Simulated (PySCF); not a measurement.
**SiCl (charge −1, triplet): density, localisation and related maps**

| atom | x (Å) | y (Å) | z (Å) |
| --- | --- | --- | --- |
| Si | 0.0000 | 0.0000 | -1.2555 |
| Cl | 0.0000 | 0.0000 | 1.0045 |

Method: PBE0/aug-cc-pVDZ(-PP), non-relativistic Hamiltonian with scalar-relativistic core potentials where named, at a bond length of 2.260 Å (PySCF).

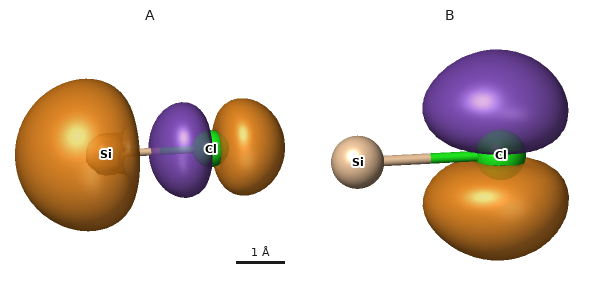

Figure 1. Two frontier β-spin orbitals, each drawn at the value that holds 80 % of its norm (orange and purple are the two phases), in no order; of a degenerate pair one member is drawn.

Name the orbitals and rank them from lowest to highest energy.

Answer. Orbital B: π, occupied in this spin, −3.80 eV; mainly on Cl (90 %).
Orbital A: σ, occupied in this spin, −2.76 eV; shared between the atoms (Si 70 %, Cl 30 %).

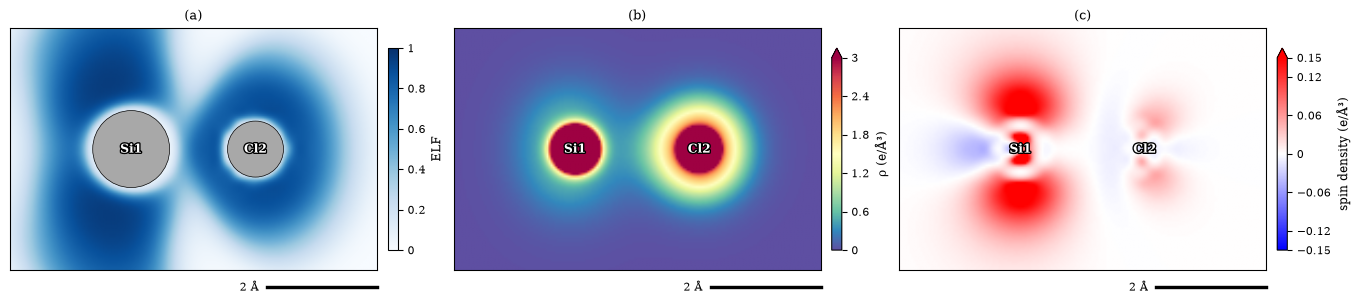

Figure 2. (a) electron localisation function; (b) electron density; (c) spin density (α minus β) on a plane that holds the molecular axis. Grey discs cover the atomic cores in the ELF map.

What does the map show?

Answer. The plane passes through Si and Cl nuclei. Si–Cl (2.26 Å): ρ at the midpoint is about 0.57 e/Å³, with its minimum of 0.42 e/Å³ about 0.8 Å from Si; the ELF peaks at about 0.85 between the atoms; a shared but strongly polarised pair. The ELF also peaks beside Si1 and Cl2, away from the bonds: non-bonding electrons, paired or unpaired. The unpaired spin (2 electrons) lies mostly on Si1 (about 1.9) and Cl2 (about 0.1), in electrons by Hirshfeld's partition.
